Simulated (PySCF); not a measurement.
CH₇Cl₃GeSi₂, SMILES Cl[Si](Cl)(Cl)[SiH2][CH2][GeH3], singlet at its GFN2-xTB optimised geometry (Å):

```
14

Cl     2.2834    -0.0587    -1.7869
Si     1.5991    -0.7629     0.0000
Cl     2.4044     0.4418     1.4245
Cl     2.4202    -2.6006     0.2583
Si    -0.7276    -0.7629     0.0000
C     -1.3438     1.0342     0.0000
Ge    -0.4865     2.2099    -1.3395
H     -1.2211    -1.4416    -1.2068
H     -1.2723    -1.4655     1.1708
H     -2.4202     1.0462    -0.1701
H     -1.1823     1.4799     0.9822
H     -1.2843     3.4759    -1.4651
H     -0.4360     1.5812    -2.6915
H      0.8915     2.6006    -0.9263
```

Method: CAM-B3LYP/def2-TZVP (PySCF). Cells within 0.4 Å of a nucleus heavier than hydrogen are left out (blank, or x).

Map of the electron localisation function on the plane z = 0.0 Å:

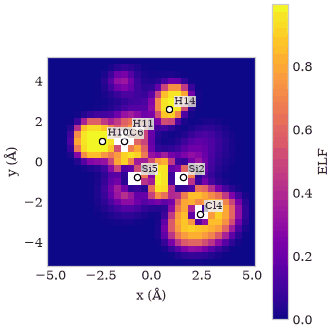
Figure. Electron localisation function on the plane z = 0.0 Å.
